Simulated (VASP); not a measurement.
Band structure of CdCl2 (space group R-3m). Calculation: LDA (Ceperley-Alder, Perdew-Zunger) with spin-orbit coupling, VASP's LDA PAW potentials (set 64) (plane waves; VASP 6.6.1).

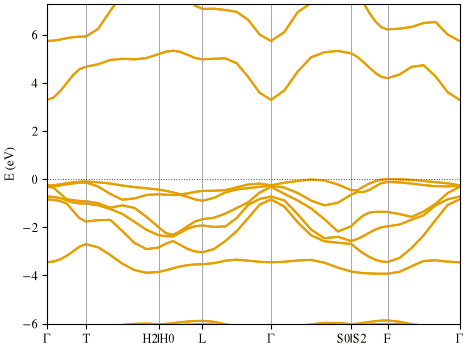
Bands along high-symmetry lines, zero at the valence-band maximum or, without a gap, the Fermi level

Problem. Read the plot: is there a gap, and where are the band edges?

Solution. The gap is indirect, 3.29 eV, from the valence maximum at F to the conduction minimum at Γ.

The structure comes from a computed database's CdCl2 entry (R-3m); how it stands against other phases isn't given here. It was relaxed first, which changed the volume by -12 %.
